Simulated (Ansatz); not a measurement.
Consider Be₃B₂Se.

Input

```
crystal:
  lattice:
    - [3.8712511436, 0.0, 0.0]
    - [-1.9356255718, 3.3526018348, 0.0]
    - [0.0, 0.0, 4.6523309764]
  atoms:
    - { symbol: Be, position: [0.3333333333, 0.6666666667, 0.5] }
    - { symbol: Be, position: [0.6666666667, 0.3333333333, 0.5] }
    - { symbol: Be, position: [0.0, 0.0, 0.0] }
    - { symbol: B, position: [0.3333333333, 0.6666666667, 0.0] }
    - { symbol: B, position: [0.6666666667, 0.3333333333, 0.0] }
    - { symbol: Se, position: [0.0, 0.0, 0.5] }
basis:
  ecutwfc: 420
kpoints:
  mp_grid: { grid: [12, 12, 8] }
hamiltonian:
  xc: pbe
scf:
  occupations: { method: gaussian, width: 0.1 }
output:
  forces: true
  stress: true
  eigenvalues: true
  write_density: true
  write_potential: true
  elf: true
  volumetric_format: npy
relax:
  adjacent_minimum: "off"
  f_tol: 0.01
  max_steps: 80
  cell: { stress_tol: 0.05 }
```

Launched as:

```sh
ansatz run input.yaml --threads 1 --pin off --max-ram 2560MiB --backend cpu --events-out ev --progress --plain --runs-dir out
```

Below, planes, directions and counts refer to the conventional cell (a = 3.81 Å, b = 3.81 Å, c = 4.80 Å, α = 90.00°, β = 90.00°, γ = 120.00°).

The fields are those of the run's last geometry, not of the input's.

Space group P6/mmm; a structure generated by program, which may or may not match a known phase.

The calculation used DFT PBE, scalar-relativistic, plane waves, PAW (Ansatz).

Predict the valence pseudo-density and electron localisation function between the atoms.

Be–Se (2.20 Å): ρ at the midpoint is about 0.56 e/Å³; the ELF is about 0.70 at the midpoint.
Be–B (2.20 Å): the density is about 0.32 e/Å³ at the midpoint; the ELF peaks at about 0.70 in the valence shell of B, 0.9 Å from its nucleus, and is about 0.70 at the midpoint.
Be–Se (2.40 Å): ρ at the midpoint is about 0.42 e/Å³; the ELF is about 0.80 at the midpoint.

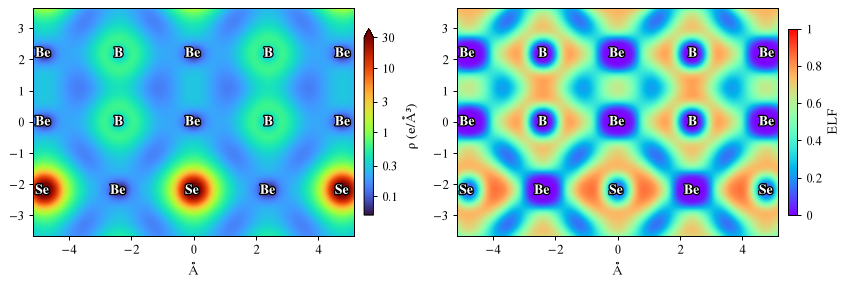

Computed valence pseudo-density and electron localisation function on the (110) plane of the conventional cell, in this order. 
